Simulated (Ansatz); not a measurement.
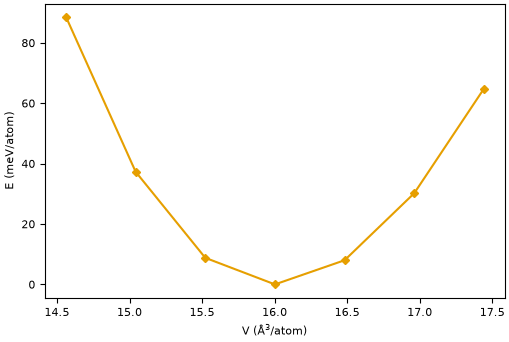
Figure: NbP in space group I4_1md (No. 109; Nb on 4a, P on 4a) under volume change, PBE in the plane-wave PAW code Ansatz, shape and atoms relaxed at each volume.

**Question.** What does a third-order Birch–Murnaghan fit give for V₀, B₀ and B′?

**Answer.** V₀ = 16.00 Å³/atom, B₀ = 186 GPa, B′ = 4.2.

The PBE relaxation kept the symmetry of its start. No spin polarisation was allowed.

Potentials: the later of the program's two PAW sets.
